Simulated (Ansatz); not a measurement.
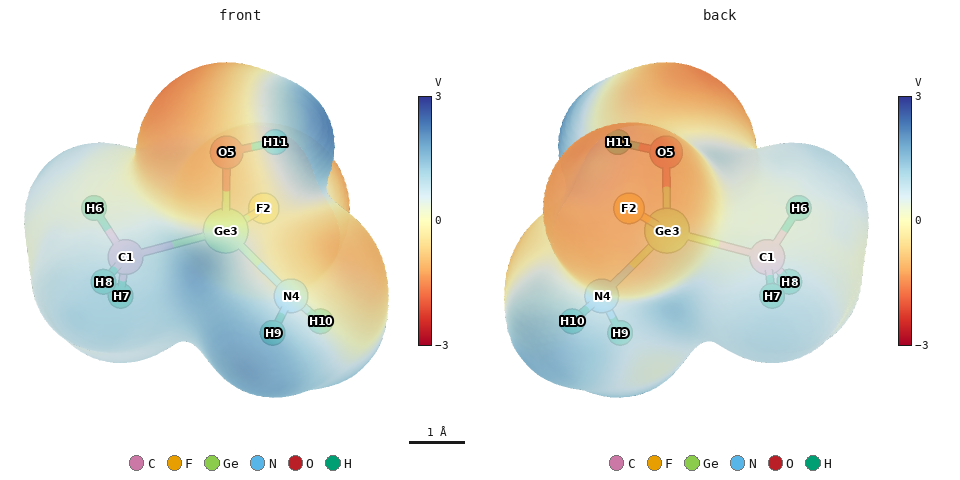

CH$_{6}$FGeNO. The molecular electrostatic potential painted on the density surface at 0.002 e/bohr³, seen from the front and from behind; the colour scale runs from red (negative) to blue (positive).

Geometry: PBE0-D3(BJ)/def2-SVP.

The calculation used isolated molecule in a Gaussian basis; Kohn-Sham density functional theory, functional PBE0 (Ansatz 0.2.0).

```xyz
11

C    -2.3293    0.2059   -1.0779
F    -0.9232    2.7680   -0.4589
Ge   -1.2985    1.1996    0.2073
N     0.3399    0.6231    0.7404
O    -2.3231    1.4331    1.6218
H    -3.3412    0.6307   -1.1335
H    -1.8570    0.2625   -2.0680
H    -2.4061   -0.8476   -0.7737
H     0.4822   -0.3806    0.7943
H     1.1121    1.0564    0.2420
H    -1.8106    1.7638    2.3687
```

Question: Where is the surface potential most negative and most positive?

Answer: The most negative region (about −1.5 V) lies over F2 and O5, the most positive (about +2.2 V) over H11.

Question: What dipole moment does the calculation give?

Answer: Its dipole moment is 2.99 D.
